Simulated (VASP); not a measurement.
# TiRuC2: structure and properties in VASP, part 2 of 4

Wanted: the relaxed cell of TiRuC2 and its properties. The cell is invented: it takes the structure of a Materials Project entry for ZrTiC2 (space group 166 there), with some of its atoms replaced by other elements, volume scaled by an estimate. It may not be a known or stable phase. Left out of this account: 1 further run (relaxation: it shows nothing beyond the runs told). The atoms of the start are displaced at random from the sites of a R-3m cell.

VASP 6.6.1, plane waves and PAW; the level of theory is named at each step.

Still holding for the runs below: The k-mesh is coarse for a metal.

So far. Step 2 (Rough relaxation of the start cell): It ends with a largest force of 0.037 eV/Å and a pressure of 0.14 GPa.

## (3) Full relaxation (PBEsol + D4)

Level of this step: PBEsol with D4; plane waves and PAW (Ru_pv, Ti_sv, C); invented cell (VASP).

Properties are meant for the cell that this level of theory prefers, so cell and atoms are relaxed first (ISIF = 3) until forces and stress are small; EDIFFG sets the threshold.

Contents of INCAR:

```
SYSTEM = TiRuC2
PREC = Accurate
ENCUT = 520
EDIFF = 1E-06
NELM = 100
ISMEAR = 0
SIGMA = 0.05
LREAL = .FALSE.
ALGO = Normal
GGA = PS
IVDW = 13
NBANDS = 23
LASPH = .TRUE.
LORBIT = 11
LWAVE = .FALSE.
LCHARG = .FALSE.
KPAR = 2
IBRION = 2
NSW = 60
ISIF = 3
EDIFFG = -0.01
```

Contents of POSCAR:

```
TiRuC2
1.0
    1.5405639500      0.8894450100      4.6692202000
   -1.5405639500      0.8894450100      4.6692202000
    0.0000000000     -1.7788900200      4.6692202000
Ru Ti C
1 1 2
Direct
    0.9997295430      0.9997295430      0.9997295430
    0.4999204210      0.4999204210      0.4999204210
    0.7485627290      0.7485627290      0.7485627290
    0.2522302940      0.2522302940      0.2522302940
```

Contents of KPOINTS:

```
Automatic mesh
0
Gamma
7 7 7
0 0 0
```

Potentials, in the order of the species: Ru_pv, Ti_sv and C (PBE family, release 64).

The cell reached was symmetrised within 0.01 Å before this step, which raises the operations from 1 to 6, which the run then keeps.

Started as:

```sh
mpirun -np 2 vasp_std
```

Output:

```text
[banner, memory and clock lines left out]
running    2 mpi-ranks, on    1 nodes
 distrk:  each k-point on    1 cores,    2 groups
 distr:  one band on    1 cores,    1 groups

 POSCAR found type information on POSCAR RuTiC
 POSCAR found :  3 types and       4 ions
 [... a notice as in an earlier step ...]

 LDA part: xc-table for (Slater+PW92), standard interpolation
 POSCAR, INCAR and KPOINTS ok, starting setup
 FFT: planning ... GRIDC
 FFT: planning ... GRID_SOFT
 FFT: planning ... GRID
 WAVECAR not read
 entering main loop
       N       E                     dE             d eps       ncg     rms          rms(c)
DAV:   1     0.366065066164E+03    0.36607E+03   -0.18053E+04  2024   0.171E+03
DAV:   2    -0.141114979122E+02   -0.38018E+03   -0.36883E+03  2150   0.500E+02
DAV:   3    -0.447730089209E+02   -0.30662E+02   -0.29714E+02  3418   0.126E+02
DAV:   4    -0.462199256677E+02   -0.14469E+01   -0.14432E+01  2401   0.230E+01
DAV:   5    -0.462727863146E+02   -0.52861E-01   -0.52856E-01  2955   0.412E+00    0.358E+01
DAV:   6    -0.405639062738E+02    0.57089E+01   -0.60064E+01  2322   0.667E+01    0.131E+01
DAV:   7    -0.384450002043E+02    0.21189E+01   -0.13585E+01  2594   0.364E+01    0.907E+00
DAV:   8    -0.382283775272E+02    0.21662E+00   -0.62879E+00  2871   0.185E+01    0.655E+00
DAV:   9    -0.380957765056E+02    0.13260E+00   -0.66224E-01  2724   0.739E+00    0.162E+00
DAV:  10    -0.380929450385E+02    0.28315E-02   -0.57028E-02  2590   0.199E+00    0.545E-01
DAV:  11    -0.380922960257E+02    0.64901E-03   -0.16244E-02  2686   0.125E+00    0.205E-01
DAV:  12    -0.380921185694E+02    0.17746E-03   -0.19670E-03  2542   0.391E-01    0.625E-02
DAV:  13    -0.380921044635E+02    0.14106E-04   -0.14917E-04  2531   0.102E-01    0.167E-02
DAV:  14    -0.380921053775E+02   -0.91396E-06   -0.14233E-05  2587   0.260E-02    0.716E-03
DAV:  15    -0.380921047000E+02    0.67749E-06   -0.14583E-06  1258   0.120E-02
   1 F= -.38889488E+02 E0= -.38887200E+02  d E =-.388895E+02
 curvature:   0.00 expect dE= 0.000E+00 dE for cont linesearch  0.000E+00
 trial: gam= 0.00000 g(F)=  0.262E-02 g(S)=  0.274E-02 ort = 0.000E+00 (trialstep = 0.100E+01)
 search vector abs. value=  0.536E-02
 bond charge predicted
       N       E                     dE             d eps       ncg     rms          rms(c)
DAV:   1    -0.381064760932E+02   -0.14371E-01   -0.63612E-01  2024   0.762E+00    0.911E-01
DAV:   2    -0.381016159485E+02    0.48601E-02   -0.49469E-02  2046   0.208E+00    0.481E-01
DAV:   3    -0.380989380028E+02    0.26779E-02   -0.17083E-02  2696   0.119E+00    0.329E-01
DAV:   4    -0.380976491667E+02    0.12888E-02   -0.64398E-03  2814   0.651E-01    0.128E-01
DAV:   5    -0.380974818671E+02    0.16730E-03   -0.11184E-03  3098   0.295E-01    0.643E-02
DAV:   6    -0.380974882274E+02   -0.63603E-05   -0.97774E-05  2387   0.860E-02    0.261E-02
DAV:   7    -0.380974920270E+02   -0.37996E-05   -0.19690E-05  3192   0.250E-02    0.102E-02
DAV:   8    -0.380974920410E+02   -0.14000E-07   -0.16466E-06  1978   0.962E-03
   2 F= -.38892561E+02 E0= -.38890698E+02  d E =-.307379E-02
[...]
3 F= -.38892618E+02 E0= -.38890808E+02  d E =-.313019E-02
[...]
4 F= -.38892270E+02 E0= -.38890662E+02  d E =0.348028E-03
 trial-energy change:    0.000348  1 .order    0.000382   -0.002043    0.002806
 step:   0.4445(harm=  0.4340)  dis= 0.00123  next Energy=   -38.893061 (dE=-0.443E-03)
 bond charge predicted
       N       E                     dE             d eps       ncg     rms          rms(c)
DAV:   1    -0.381042575155E+02   -0.12635E-01   -0.19554E-01  2038   0.511E+00    0.881E-01
DAV:   2    -0.381019776759E+02    0.22798E-02   -0.78725E-02  2465   0.262E+00    0.602E-01
DAV:   3    -0.380964434189E+02    0.55343E-02   -0.25298E-02  2615   0.144E+00    0.197E-01
DAV:   4    -0.380958230280E+02    0.62039E-03   -0.46759E-03  2708   0.526E-01    0.967E-02
DAV:   5    -0.380957529392E+02    0.70089E-04   -0.83206E-04  3176   0.239E-01    0.377E-02
DAV:   6    -0.380957810630E+02   -0.28124E-04   -0.96707E-05  2369   0.633E-02    0.216E-02
DAV:   7    -0.380957939993E+02   -0.12936E-04   -0.43882E-05  2953   0.349E-02    0.108E-02
DAV:   8    -0.380957945161E+02   -0.51682E-06   -0.54595E-06  2519   0.176E-02
   5 F= -.38893067E+02 E0= -.38891351E+02  d E =-.449408E-03
 curvature:  -0.29 expect dE=-0.350E-05 dE for cont linesearch -0.269E-06
 trial: gam= 0.03465 g(F)=  0.924E-05 g(S)=  0.270E-05 ort =-0.496E-04 (trialstep = 0.913E+00)
 search vector abs. value=  0.117E-04
 reached required accuracy - stopping structural energy minimisation
```

It took 2 min on 2 MPI ranks of Intel Xeon Platinum 8488C (Sapphire Rapids), shared host; peak memory 0.52 GiB.

From OUTCAR (step 3):

```text
  LATTYP: Found a trigonal (rhomboedric) cell.
 ALAT       =     4.9966055464
 COS(alpha) =     0.8098749570

 Subroutine GETGRP returns: Found  6 space group operations
 (whereof  6 operations were pure point group operations)

The static configuration has the point symmetry C_3v.

 Found     44 irreducible k-points:

   k-points           NKPTS =     44   k-points in BZ     NKDIM =     44   number of bands    NBANDS=     23

   dimension x,y,z NGX =    40 NGY =   40 NGZ =   40
   dimension x,y,z NGXF=    80 NGYF=   80 NGZF=   80

   ENCUT  =  520.0 eV  38.22 Ry    6.18 a.u.   9.29  9.29  9.29*2*pi/ulx,y,z

   NELECT =      34.0000    total number of electrons

 E-fermi :  11.4673

 k-point     1 :       0.0000    0.0000    0.0000
  band No.  band energies     occupation
    ...
     13       8.9133      2.00000
     14       8.9133      2.00000
     15      10.0872      2.00000
     16      11.3170      1.99998
     17      11.3170      1.99998
     18      11.8582      0.00000
     19      11.8582      0.00000
     20      12.4184      0.00000
     21      13.3012      0.00000
     22      13.3012      0.00000
    ...

 k-point     2 :       0.1429    0.0000    0.0000
  band No.  band energies     occupation
    ...
     13       8.1256      2.00000
     14       8.5433      2.00000
     15       9.2965      2.00000
     16      10.1288      2.00000
     17      11.1422      2.00000
     18      12.2052      0.00000
     19      12.5116      0.00000
     20      13.2379      0.00000
     21      13.6032      0.00000
     22      14.3674      0.00000
    ...

  DFT-D4 for vdW energy calculation

  Edisp (eV):   -0.79727

  Total       0.00704     0.00704     0.01117     0.00000     0.00000    -0.00000
  in kB       0.29363     0.29363     0.46591     0.00000     0.00000    -0.00000
  external pressure =        0.35 kB  Pullay stress =        0.00 kB

  energy-cutoff  :      520.00
  volume of cell :       38.42
      direct lattice vectors                 reciprocal lattice vectors
     1.536149970  0.886896597  4.699941807     0.325489054  0.187921193  0.070922864
    -1.536149970  0.886896597  4.699941807    -0.325489054  0.187921193  0.070922864
     0.000000000 -1.773793195  4.699941807     0.000000000 -0.375842386  0.070922864

 POSITION                                       TOTAL-FORCE (eV/Angst)
 -----------------------------------------------------------------------------------
      0.00000      0.00000     14.09643         0.000000      0.000000      0.007482
      0.00000      0.00000      7.04989         0.000000      0.000000      0.005823
      0.00000      0.00000     10.56446        -0.000000     -0.000000     -0.009206
      0.00000      0.00000      3.54503        -0.000000      0.000000     -0.004100
 -----------------------------------------------------------------------------------
    total drift:                                0.000000      0.000000     -0.000069

  FREE ENERGIE OF THE ION-ELECTRON SYSTEM (eV)
  ---------------------------------------------------
  free  energy   TOTEN  =       -38.8930672463 eV

  energy  without entropy=      -38.8896347912  energy(sigma->0) =      -38.89135102

 total charge
# of ion       s       p       d       tot
------------------------------------------
    1        0.350   6.386   6.077  12.813
    2        2.192   6.249   2.047  10.487
    3        0.882   1.495   0.000   2.377
    4        0.882   1.496   0.000   2.378
--------------------------------------------------
tot          4.307  15.625   8.124  28.055

[... 1 part as in an earlier step ...]

[... 7 further parts left out ...]
```

CONTCAR:

```
TiRuC2
   1.00000000000000
     1.5361499697962431    0.8868965973517763    4.6999418065647962
    -1.5361499697962431    0.8868965973517763    4.6999418065647962
     0.0000000000000000   -1.7737931947035526    4.6999418065647962
  Ru              Ti              C
     1     1     2
Direct
     0.9997592223747315    0.9997592223747315    0.9997592223747315
     0.4999985729458946    0.4999985729458946    0.4999985729458946
     0.7492614185709641    0.7492614185709641    0.7492614185709641
     0.2514237731084092    0.2514237731084092    0.2514237731084092
```

The run keeps the 6 symmetry operations of its start, so it cannot find a distortion of lower symmetry.

Step by step:

| step | energy less that of the first step (eV) | largest force (eV/Å) | pressure (GPa) | volume (Å³) |
| --- | --- | --- | --- | --- |
| 1 | 0.0000 | 0.1737 | 0.39 | 38.39 |
| 2 | -0.0031 | 0.0373 | -0.76 | 38.52 |
| 3 | -0.0031 | 0.0166 | -0.92 | 38.54 |
| 4 | -0.0028 | 0.0256 | 1.30 | 38.27 |
| 5 | -0.0036 | 0.0092 | 0.04 | 38.42 |

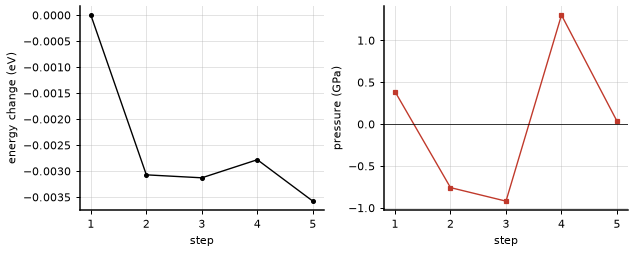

Energy and pressure along the relaxation.

| conventional cell, symmetrised | before | after | change |
| --- | --- | --- | --- |
| a (Å) | 3.081 | 3.072 | -0.3 % |
| b (Å) | 3.081 | 3.072 | -0.3 % |
| c (Å) | 14.008 | 14.100 | +0.7 % |
| volume (Å³/atom) | 9.60 | 9.60 | +0.1 % |

The atoms that moved most (Å, as changes of fractional coordinates times the final cell):

| atom | dx | dy | dz | length |
| --- | --- | --- | --- | --- |
| C4 | 0.000 | 0.000 | -0.011 | 0.011 |
| C3 | 0.000 | 0.000 | 0.010 | 0.010 |

Final coordinates:

```xyz
4
Lattice="1.5361 0.8869 4.6999 -1.5361 0.8869 4.6999 0.0000 -1.7738 4.6999" Properties=species:S:1:pos:R:3 pbc="T T T"
Ru    0.0000    0.0000   14.0964
Ti    0.0000    0.0000    7.0499
C     0.0000    0.0000   10.5645
C     0.0000    0.0000    3.5450
```

Numbers from this step:

* irreducible k-points: 44
* symmetry operations: 6
* free energy (TOTEN): -38.89 eV
* energy at zero smearing: -38.89 eV
* pressure: 0.03511 GPa
* SCF cycles over all ionic steps: 46

It ends with a largest force of 0.009 eV/Å and a pressure of 0.04 GPa.

## (4) Density, ELF and potential (PBEsol + D4)

A single point on the relaxed cell gives a clean self-consistent state, with density, ELF and potential written out.

INCAR, as its differences from that of step 3:

```diff
@@ -15,7 +15,5 @@
 LWAVE = .FALSE.
-LCHARG = .FALSE.
-KPAR = 2
-IBRION = 2
-NSW = 60
-ISIF = 3
-EDIFFG = -0.01
+LCHARG = .TRUE.
+ISIF = 2
+LELF = .TRUE.
+LVHAR = .TRUE.
```

Contents of POSCAR:

```
TiRuC2
1.0
    1.5361499698      0.8868965974      4.6999418066
   -1.5361499698      0.8868965974      4.6999418066
    0.0000000000     -1.7737931947      4.6999418066
Ru Ti C
1 1 2
Direct
    0.9997592224      0.9997592224      0.9997592224
    0.4999985729      0.4999985729      0.4999985729
    0.7492614186      0.7492614186      0.7492614186
    0.2514237731      0.2514237731      0.2514237731
```

KPOINTS is that of step 3.

Started as:

```sh
mpirun -np 2 vasp_std
```

Output:

```text
[banner, memory and clock lines left out]
running    2 mpi-ranks, on    1 nodes
 distrk:  each k-point on    2 cores,    1 groups
 distr:  one band on    1 cores,    2 groups

 POSCAR found type information on POSCAR RuTiC
 POSCAR found :  3 types and       4 ions
 [... a notice as in an earlier step ...]

 LDA part: xc-table for (Slater+PW92), standard interpolation
|                                                                             |
|           W    W    AA    RRRRR   N    N  II  N    N   GGGG   !!!           |
|           W    W   A  A   R    R  NN   N  II  NN   N  G    G  !!!           |
|           W    W  A    A  R    R  N N  N  II  N N  N  G       !!!           |
|           W WW W  AAAAAA  RRRRR   N  N N  II  N  N N  G  GGG   !            |
|           WW  WW  A    A  R   R   N   NN  II  N   NN  G    G                |
|           W    W  A    A  R    R  N    N  II  N    N   GGGG   !!!           |
|                                                                             |
|     The number of bands has been changed from the values supplied in        |
|     The orbitals not found in the WAVECAR file will be initialized with     |
|     random numbers, which is usually adequate. For correlated               |
|     calculations, however, you should redo the groundstate calculation.     |
|     I found NBANDS = 23. Now, NBANDS = 24.                                  |
|                                                                             |

 POSCAR, INCAR and KPOINTS ok, starting setup
 FFT: planning ... GRIDC
 FFT: planning ... GRID_SOFT
 FFT: planning ... GRID
 WAVECAR not read
 entering main loop
       N       E                     dE             d eps       ncg     rms          rms(c)
DAV:   1     0.358598393808E+03    0.35860E+03   -0.17806E+04  2112   0.164E+03
DAV:   2    -0.172134258927E+02   -0.37581E+03   -0.36294E+03  2320   0.479E+02
DAV:   3    -0.449791771005E+02   -0.27766E+02   -0.27033E+02  3320   0.118E+02
DAV:   4    -0.463039146032E+02   -0.13247E+01   -0.13221E+01  2640   0.217E+01
DAV:   5    -0.463363689693E+02   -0.32454E-01   -0.32452E-01  3048   0.309E+00    0.357E+01
DAV:   6    -0.407454775020E+02    0.55909E+01   -0.52980E+01  2368   0.644E+01    0.135E+01
DAV:   7    -0.385048067400E+02    0.22407E+01   -0.13497E+01  2632   0.358E+01    0.939E+00
DAV:   8    -0.382345656688E+02    0.27024E+00   -0.57247E+00  2816   0.180E+01    0.659E+00
DAV:   9    -0.380970061689E+02    0.13756E+00   -0.59542E-01  2752   0.737E+00    0.159E+00
DAV:  10    -0.380967012692E+02    0.30490E-03   -0.49794E-02  2576   0.176E+00    0.551E-01
DAV:  11    -0.380957261924E+02    0.97508E-03   -0.11353E-02  2672   0.107E+00    0.172E-01
DAV:  12    -0.380958181749E+02   -0.91983E-04   -0.71189E-04  2688   0.244E-01    0.545E-02
DAV:  13    -0.380958081412E+02    0.10034E-04   -0.91184E-05  2720   0.760E-02    0.159E-02
DAV:  14    -0.380958083784E+02   -0.23718E-06   -0.66933E-06  2424   0.233E-02
   1 F= -.38893081E+02 E0= -.38891367E+02  d E =-.342863E-02
```

It took 36 s on 2 MPI ranks; peak memory 0.39 GiB; 69 s of CPU time.

OUTCAR, selected parts (step 4):

```text
  LATTYP: Found a trigonal (rhomboedric) cell.
 ALAT       =     5.0235241902
 COS(alpha) =     0.8129833676

The static configuration has the point symmetry C_3v.

 Found     44 irreducible k-points:

   k-points           NKPTS =     44   k-points in BZ     NKDIM =     44   number of bands    NBANDS=     24

   ENCUT  =  520.0 eV  38.22 Ry    6.18 a.u.   9.34  9.34  9.34*2*pi/ulx,y,z

   NELECT =      34.0000    total number of electrons

 E-fermi :  11.4675

 k-point     1 :       0.0000    0.0000    0.0000
  band No.  band energies     occupation
    ...
     13       8.9136      2.00000
     14       8.9136      2.00000
     15      10.0874      2.00000
     16      11.3170      1.99998
     17      11.3170      1.99998
     18      11.8582      0.00000
     19      11.8582      0.00000
     20      12.4184      0.00000
     21      13.3011      0.00000
     22      13.3011      0.00000
    ...

 k-point     2 :       0.1429    0.0000    0.0000
  band No.  band energies     occupation
    ...
     13       8.1258      2.00000
     14       8.5435      2.00000
     15       9.2965      2.00000
     16      10.1289      2.00000
     17      11.1422      2.00000
     18      12.2053      0.00000
     19      12.5117      0.00000
     20      13.2379      0.00000
     21      13.6032      0.00000
     22      14.3675      0.00000
    ...

  DFT-D4 for vdW energy calculation

  Edisp (eV):   -0.79727

  Total      -0.01445    -0.01445    -0.00604    -0.00000    -0.00000     0.00000
  in kB      -0.60239    -0.60239    -0.25187    -0.00000    -0.00000     0.00000
  external pressure =       -0.49 kB  Pullay stress =        0.00 kB

 POSITION                                       TOTAL-FORCE (eV/Angst)
 -----------------------------------------------------------------------------------
      0.00000      0.00000     14.09643         0.000000      0.000000      0.007506
      0.00000      0.00000      7.04989         0.000000      0.000000      0.005855
      0.00000      0.00000     10.56446         0.000000     -0.000000     -0.009084
      0.00000      0.00000      3.54503         0.000000     -0.000000     -0.004277
 -----------------------------------------------------------------------------------
    total drift:                               -0.000000      0.000000      0.000040

  FREE ENERGIE OF THE ION-ELECTRON SYSTEM (eV)
  ---------------------------------------------------
  free  energy   TOTEN  =       -38.8930811086 eV

  energy  without entropy=      -38.8896524783  energy(sigma->0) =      -38.89136679

[... 4 parts as in an earlier step ...]

[... 7 further parts left out ...]
```

This step gave:

```
SCF cycles : 14
bands      : 24
pressure   : -0.04855 GPa
```

Valence electrons inside each PAW sphere by angular momentum. Sphere charges, by row:

| atom | s (e) | p (e) | d (e) | tot (e) |
| --- | --- | --- | --- | --- |
| Ru1 | 0.35 | 6.386 | 6.077 | 12.81 |
| Ti2 | 2.192 | 6.249 | 2.047 | 10.49 |
| C3 | 0.882 | 1.495 | 0 | 2.377 |
| C4 | 0.882 | 1.496 | 0 | 2.378 |

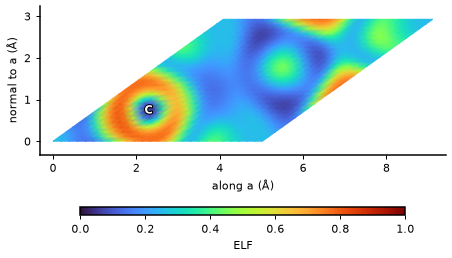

ELF in the ac plane at fractional y = 0.251, with atoms of C within 0.2 Å of it. It is the smooth field of the valence electrons, not physical close to the nuclei.

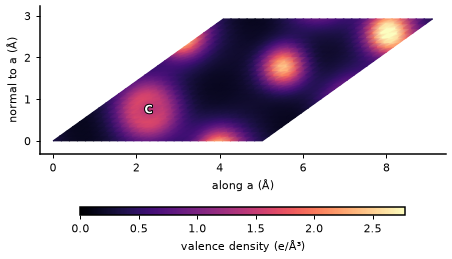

Valence density in the ac plane at fractional y = 0.251, with atoms of C within 0.2 Å of it. It is the smooth field of the valence electrons, not physical close to the nuclei.

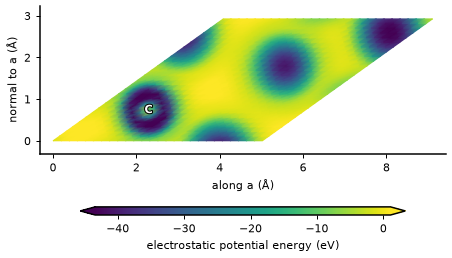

Electrostatic potential energy in the ac plane at fractional y = 0.251, with atoms of C within 0.2 Å of it. With pseudopotentials it is smooth inside the atoms' cores, unlike the true potential.

In this run the pressure is -0.05 GPa, small enough to go on.

(Continued in part 3 of 4.)

[Lines on the potential files, build, host, timing and source positions are cut from VASP's logs without a mark.]

[Logs are printed without paths, hosts, clocks, repeated set-up lines and the standing remarks that a program may print on its own settings, such as how far it seeks lower states.]

[Hosts, paths, dates, database ids (printed as entryN), source tags and the programs' standing remarks are cut or masked in the printed files.]

[A measured line is paired with the nearest computed mode of its activity, which favours agreement.]

[In band tables of VASP the shares of atoms and orbitals are scaled to a sum of 1 inside the atoms' spheres.]
